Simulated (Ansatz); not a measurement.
**C2H9InO2: trial inputs and their diagnosis**

5 inputs were typed for C2H9InO2. Each is run as it stands; the log then has to tell whether the result can be used.

Computed with Ansatz 0.2.0, Gaussian basis. Level: the settings change from run to run.

### Step 1. The geometry

An earlier PBE0-D4 in a triple-zeta def2 set relaxation fixed the geometry. In takes a core potential in def2 sets; no spin-orbit term is included.

SMILES `[CH3][In-]([CH3])([OH])[OH2+]`, 14 atoms, charge 0, spin multiplicity 1.

Atoms are counted from 1 here; the program's logs count them from 0.

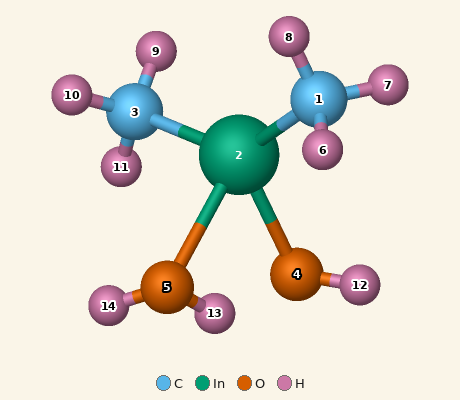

The geometry (carbon blue, indium teal, oxygen orange, hydrogen pink); atoms are numbered from 1 in the order of the file.

### Step 2. Input 1

Input file in.yaml:

```yaml
crystal:
  periodic: [false, false, false]
  atoms:
    - {symbol: C, position_ang: [-1.836681, 1.249669, 0.427304]}
    - {symbol: In, position_ang: [-0.242199, -0.156877, 0.166321]}
    - {symbol: C, position_ang: [1.041324, -1.378053, 1.367790]}
    - {symbol: O, position_ang: [-0.178009, -0.870763, -1.787544]}
    - {symbol: O, position_ang: [1.394659, 1.018350, -1.136249]}
    - {symbol: H, position_ang: [-1.679514, 2.087422, -0.253740]}
    - {symbol: H, position_ang: [-2.792882, 0.780701, 0.188076]}
    - {symbol: H, position_ang: [-1.879550, 1.626304, 1.449493]}
    - {symbol: H, position_ang: [0.459085, -2.021827, 2.028758]}
    - {symbol: H, position_ang: [1.698734, -0.763256, 1.984809]}
    - {symbol: H, position_ang: [1.645512, -2.006768, 0.712597]}
    - {symbol: H, position_ang: [-0.969457, -0.748255, -2.313847]}
    - {symbol: H, position_ang: [1.005438, 0.365311, -1.784212]}
    - {symbol: H, position_ang: [2.320541, 0.788641, -1.020858]}
basis:
  gaussian: {orbitals: def2-TZVPD, fitting: {mean_field: cc-pVTZ-jkfit}}
hamiltonian: {xc: {name: r2SCANh}, dispersion: d3bjatm}
output: {forces: true}
```

The run is started by

```
ansatz run in.yaml --threads 4 --pin off --events-out ev --progress --plain --max-ram 11315MiB
```

Standard output:

```text
Functional definition: r2SCANh
  name "r2SCANh"
  cite "Bursch, Neugebauer, Ehlert & Grimme, J. Chem. Phys. 156, 134105 (2022) doi:10.1063/5.0086040"
  cite "Furness, Kaplan, Ning, Perdew & Sun, J. Phys. Chem. Lett. 11, 8208 (2020) doi:10.1021/acs.jpclett.0c02405"
  cite "Furness, Kaplan, Ning, Perdew & Sun, J. Phys. Chem. Lett. 11, 9248 (2020) doi:10.1021/acs.jpclett.0c03077"
  parent r2scan
  parameter a = 0.1
  parameter k0 = 0.174
  parameter k1 = 0.065
  parameter a1 = 4.9479
  exchange = (1 - a)*r2scan_x(k0 = k0, k1 = k1, a1 = a1) + a*exact_x
  correlation = r2scan_c
Error: <dir> the basis set cc-pVTZ-JKFIT has no functions for In
```

Run time: 0.3 s. Hardware: 4 threads of Arm Neoverse V1, shared host.

**Diagnosis.** The program refused the input. The fitting set named has no entry for an element of this molecule. Cure: leave the fitting key out, or name a set that covers all elements and suits the basis.

### Step 3. Input 2

Input file in.yaml:

```yaml
crystal:
  periodic: [false, false, false]
  atoms:
    - {symbol: C, position_ang: [-1.836681, 1.249669, 0.427304]}
    - {symbol: In, position_ang: [-0.242199, -0.156877, 0.166321]}
    - {symbol: C, position_ang: [1.041324, -1.378053, 1.367790]}
    - {symbol: O, position_ang: [-0.178009, -0.870763, -1.787544]}
    - {symbol: O, position_ang: [1.394659, 1.018350, -1.136249]}
    - {symbol: H, position_ang: [-1.679514, 2.087422, -0.253740]}
    - {symbol: H, position_ang: [-2.792882, 0.780701, 0.188076]}
    - {symbol: H, position_ang: [-1.879550, 1.626304, 1.449493]}
    - {symbol: H, position_ang: [0.459085, -2.021827, 2.028758]}
    - {symbol: H, position_ang: [1.698734, -0.763256, 1.984809]}
    - {symbol: H, position_ang: [1.645512, -2.006768, 0.712597]}
    - {symbol: H, position_ang: [-0.969457, -0.748255, -2.313847]}
    - {symbol: H, position_ang: [1.005438, 0.365311, -1.784212]}
    - {symbol: H, position_ang: [2.320541, 0.788641, -1.020858]}
basis:
  gaussian: {orbitals: def2-SVPD, fitting: {mean_field: cc-pVTZ-jkfit}}
total_charge: -1
magnetization: {spin_polarized: true, initial_magnetization: 1}
hamiltonian: {xc: {name: rPW86-PBE}, dispersion: d4}
```

Launched as before.

Standard output:

```text
Functional definition: rPW86-PBE
  name "rPW86-PBE"
  cite "Murray, Lee & Langreth, J. Chem. Theory Comput. 5, 2754 (2009) doi:10.1021/ct900365q"
  cite "Perdew, Burke & Ernzerhof, Phys. Rev. Lett. 77, 3865 (1996) doi:10.1103/PhysRevLett.77.3865"
  parent pbe
  exchange = rpw86_x
  correlation = pbe_c
Error: <dir> the basis set cc-pVTZ-JKFIT has no functions for In
```

Run time: 0.1 s. Hardware: 4 threads of Arm Neoverse V1, shared host.

**Diagnosis.** The program refused the input. The fitting set named has no entry for an element of this molecule. Cure: leave the fitting key out, or name a set that covers all elements and suits the basis. The input also asks for charge -1 and multiplicity 2, not those of the species named; set them back first.

### Step 4. Input 3

Input file in.yaml:

```yaml
crystal:
  periodic: [false, false, false]
  atoms:
    - {symbol: C, position_ang: [-1.925625, 1.302201, 0.445759]}
    - {symbol: In, position_ang: [-0.310389, -0.196594, 0.094125]}
    - {symbol: C, position_ang: [1.105792, -1.401739, 1.355891]}
    - {symbol: O, position_ang: [-0.218026, -0.929264, -1.815633]}
    - {symbol: O, position_ang: [1.312605, 1.114626, -1.122673]}
    - {symbol: H, position_ang: [-1.765389, 2.194850, -0.181393]}
    - {symbol: H, position_ang: [-2.777053, 0.730724, 0.154793]}
    - {symbol: H, position_ang: [-1.877765, 1.571651, 1.534116]}
    - {symbol: H, position_ang: [0.360810, -1.832577, 1.972666]}
    - {symbol: H, position_ang: [1.835943, -0.840136, 2.160049]}
    - {symbol: H, position_ang: [1.716612, -2.011858, 0.589680]}
    - {symbol: H, position_ang: [-1.046124, -0.833089, -2.209471]}
    - {symbol: H, position_ang: [1.043058, 0.485439, -1.812032]}
    - {symbol: H, position_ang: [2.422899, 0.807512, -0.802715]}
basis:
  gaussian: {orbitals: STO-3G, final_grid: {core_spheres: 5, valence_spheres: 4, degree: 11}}
hamiltonian: {xc: {name: wB97X}}
relax: {f_tol: 0.0001, max_steps: 1}
output: {forces: true}
```

The command is unchanged.

Standard output:

```text
Functional definition: wB97X
  name "wB97X"
  cite "Chai & Head-Gordon, J. Chem. Phys. 128, 084106 (2008) doi:10.1063/1.2834918"
  cite "Becke, J. Chem. Phys. 107, 8554 (1997) doi:10.1063/1.475007"
  parameter omega = 0.3/bohr
  parameter cx = 0.157706
  parameter cx1 = 0.726479
  parameter cx2 = 1.04760
  parameter cx3 = -5.70635
  parameter cx4 = 13.2794
  parameter css1 = -4.33879
  parameter css2 = 18.2308
  parameter css3 = -31.7430
  parameter css4 = 17.2901
  parameter cos1 = 2.37031
  parameter cos2 = -11.3995
  parameter cos3 = 6.58405
  parameter cos4 = -3.78132
  # The coefficients of nought are those of the uniform gas.
  exchange = spin_sum(e_x_unif_sr(omega)*poly(b97_u_x, 1 - cx, cx1, cx2, cx3, cx4)) + cx*exact_x_sr(omega)
      + exact_x_lr(omega)
  correlation = spin_sum(e_c_pw_same_spin*poly(b97_u_same, 1, css1, css2, css3, css4))
      + integral(e_c_pw_opposite_spin*poly(b97_u_opposite, 1, cos1, cos2, cos3, cos4))
812 factors; integrals over basis functions are off by at most 2.8e-5 eV
224 factors; integrals over basis functions are off by at most 6.4e-7 eV
mean field evaluation 1: about -160924.4289 eV, gradient 2.6e1 eV
mean field evaluation 2: about -160926.1520 eV, gradient 1.9e1 eV
mean field evaluation 4: about -160927.2603 eV, gradient 1.1e0 eV
mean field evaluation 8: about -160926.9853 eV, gradient 3.9e-2 eV
mean field -160926.98527958 eV, -5913.9576287962 hartree, gradient 4.4e-5 eV, S^2 0.000000; 0 other end points of the search recorded, 0 dependent functions left out
the calculation of the forces begins
reference -160926.98521692 eV, -5913.9576264934 hartree; 43, 43 occupied and 13, 13 virtual orbitals, 812 factors
relax step   1: F+E_penalty+E_count = -160926.98527958 eV  Δ(F+E_penalty+E_count) = +0.000e0 eV  max|allowed force component| = 6.194e0 eV/Å  Δτ_max = 0.0000 Å  (26 SCF iters, accepted)
Error: geometry relaxation did not converge after 1 steps: max|allowed force component| = 6.19e0 eV/Å (threshold 1.0e-4). Raise `relax.max_steps` over both its present limit and 1, loosen `relax.f_tol`, or start from a geometry closer to equilibrium. Where this run's directory can be resumed (`checkpoint.write`), a resume goes on for up to `relax.max_steps` more
```

It took 1.4 s on 4 threads of Arm Neoverse V1, shared host.

Diagnosis: The run did not converge. The relaxation is allowed too few steps for its threshold. The start was also shaken off the relaxed geometry, so there is far to go. Cure: raise relax.max_steps.

### Step 5. Input 4

Input file in.yaml:

```yaml
crystal:
  periodic: [false, false, false]
  atoms:
    - {symbol: C, position_ang: [-1.836681, 1.249669, 0.427304]}
    - {symbol: In, position_ang: [-0.242199, -0.156877, 0.166321]}
    - {symbol: C, position_ang: [1.041324, -1.378053, 1.367790]}
    - {symbol: O, position_ang: [-0.178009, -0.870763, -1.787544]}
    - {symbol: O, position_ang: [1.394659, 1.018350, -1.136249]}
    - {symbol: H, position_ang: [-1.679514, 2.087422, -0.253740]}
    - {symbol: H, position_ang: [-2.792882, 0.780701, 0.188076]}
    - {symbol: H, position_ang: [-1.879550, 1.626304, 1.449493]}
    - {symbol: H, position_ang: [0.459085, -2.021827, 2.028758]}
    - {symbol: H, position_ang: [1.698734, -0.763256, 1.984809]}
    - {symbol: H, position_ang: [1.645512, -2.006768, 0.712597]}
    - {symbol: H, position_ang: [-0.969457, -0.748255, -2.313847]}
    - {symbol: H, position_ang: [1.005438, 0.365311, -1.784212]}
    - {symbol: H, position_ang: [2.320541, 0.788641, -1.020858]}
basis:
  gaussian: {orbitals: def2-mTZVPP, final_grid: {core_spheres: 1, valence_spheres: 1, degree: 3}}
hamiltonian: {xc: {name: r2SCAN}}
output: {forces: true}
```

The command is unchanged.

Standard output (excerpt; [...] marks lines left out):

```text
Functional definition: r2SCAN
  name "r2SCAN"
  cite "Furness, Kaplan, Ning, Perdew & Sun, J. Phys. Chem. Lett. 11, 8208 (2020) doi:10.1021/acs.jpclett.0c02405"
  cite "Furness, Kaplan, Ning, Perdew & Sun, J. Phys. Chem. Lett. 11, 9248 (2020) doi:10.1021/acs.jpclett.0c03077"
  parent r2scan
[...]
1556 factors; their error is unknown
[...]
a density is far from that of the atoms, so the factors are made again for it
1919 factors; integrals over basis functions are off by at most 1.0e-3 eV
[...]
mean field -11560.36549895 eV, -424.8355961891 hartree, gradient 2.7e-5 eV, S^2 0.000000; 0 other end points of the search recorded, 0 dependent functions left out
[...]
reference -11560.36559722 eV, -424.8355998005 hartree; 29, 29 occupied and 138, 138 virtual orbitals, 1919 factors
Total energy: -11560.36559722 eV, -424.8355998005 hartree
[...]
Atom 4 at     1.394659     1.018350    -1.136249 Å, force    46.926187    -8.947438    -7.077615 eV/Å
Atom 5 at    -1.679514     2.087422    -0.253740 Å, force     4.679175    -8.321444     1.866139 eV/Å
Atom 6 at    -2.792882     0.780701     0.188076 Å, force     6.750984     2.511042    -0.614723 eV/Å
Atom 7 at    -1.879550     1.626304     1.449493 Å, force     3.859879    -6.464178    -3.503807 eV/Å
Atom 8 at     0.459085    -2.021827     2.028758 Å, force     3.685289     5.558933     3.079967 eV/Å
Atom 9 at     1.698734    -0.763256     1.984809 Å, force    -8.127998    -5.409880    -7.401186 eV/Å
Atom 10 at     1.645512    -2.006768     0.712597 Å, force    -2.359033     1.578072     2.816651 eV/Å
Atom 11 at    -0.969457    -0.748255    -2.313847 Å, force   -24.473724    -9.952287    45.629062 eV/Å
Atom 12 at     1.005438     0.365311    -1.784212 Å, force   -10.819533     6.977864    26.969851 eV/Å
Atom 13 at     2.320541     0.788641    -1.020858 Å, force   -35.600533   -15.664196   -22.414638 eV/Å
Dipole moment:    -3.312479    -1.904076     5.803707 e Å
```

Run time: 30 s. Hardware: 4 threads of Arm Neoverse V1, shared host.

What is wrong: The run converged, but a converged run isn't a right one. The integration grid is far too coarse. Its energy carries the error of the grid. Fix: drop final_grid and take the default grid.

### Step 6. Input 5

Input file in.yaml:

```yaml
crystal:
  periodic: [true, true, true]
  atoms:
    - {symbol: C, position_ang: [-1.836681, 1.249669, 0.427304]}
    - {symbol: In, position_ang: [-0.242199, -0.156877, 0.166321]}
    - {symbol: C, position_ang: [1.041324, -1.378053, 1.367790]}
    - {symbol: O, position_ang: [-0.178009, -0.870763, -1.787544]}
    - {symbol: O, position_ang: [1.394659, 1.018350, -1.136249]}
    - {symbol: H, position_ang: [-1.679514, 2.087422, -0.253740]}
    - {symbol: H, position_ang: [-2.792882, 0.780701, 0.188076]}
    - {symbol: H, position_ang: [-1.879550, 1.626304, 1.449493]}
    - {symbol: H, position_ang: [0.459085, -2.021827, 2.028758]}
    - {symbol: H, position_ang: [1.698734, -0.763256, 1.984809]}
    - {symbol: H, position_ang: [1.645512, -2.006768, 0.712597]}
    - {symbol: H, position_ang: [-0.969457, -0.748255, -2.313847]}
    - {symbol: H, position_ang: [1.005438, 0.365311, -1.784212]}
    - {symbol: H, position_ang: [2.320541, 0.788641, -1.020858]}
basis:
  gaussian: {orbitals: def2-TZVPD}
total_charge: 1
magnetization: {spin_polarized: true, initial_magnetization: 1}
hamiltonian: {xc: {name: B3LYP}, pseudopotentials: {relativity: scalar}}
accuracy: high
output: {forces: true}
```

The command is unchanged.

Standard output:

```text
Error: YAML parse error: error: line 2 column 3: crystal: missing field `lattice` (a structure is typed as `lattice` and `atoms`, a molecule's as `atoms` in Å alone, or read from a run's directory, `checkpoint`)
 --> <input>:2:3
  |
1 | crystal:
2 |   periodic: [true, true, true]
  |   ^ crystal: missing field `lattice` (a structure is typed as `lattice` and `atoms`, a molecule's as `atoms` in Å alone, or read from a run's directory, `checkpoint`)
3 |   atoms:
4 |     - {symbol: C, position_ang: [-1.836681, 1.249669, 0.427304]}
  |
```

It took 0.05 s on 4 threads of Arm Neoverse V1, shared host.

Diagnosis: The program refused the input. The molecule is marked periodic without a cell. It also asks for charge 1 and multiplicity 2, another species or state than the molecule above. Fix: set periodic to false, or give a lattice, and set charge and spin to those of the species named.

### Step 7. How the tries ended

| input | level | ended | cause | time |
| --- | --- | --- | --- | --- |
| 1 | r2SCANh/def2-TZVPD | refused | the fitting set named has no entry for an element of this molecule | 0.3 s |
| 2 | rPW86-PBE/def2-SVPD | refused | the fitting set named has no entry for an element of this molecule | 0.1 s |
| 3 | wB97X/STO-3G | not converged | the relaxation is allowed too few steps for its threshold | 1.4 s |
| 4 | r2SCAN/def2-mTZVPP | converged | the integration grid is far too coarse | 30 s |
| 5 | B3LYP/def2-TZVPD | refused | the molecule is marked periodic without a cell | 0.05 s |

3 refused, 1 not converged, 1 converged. A refusal costs next to no computing time. The dangerous case is the input that converges on a wrong geometry, charge, spin, basis or grid: often only a look at the input shows it.
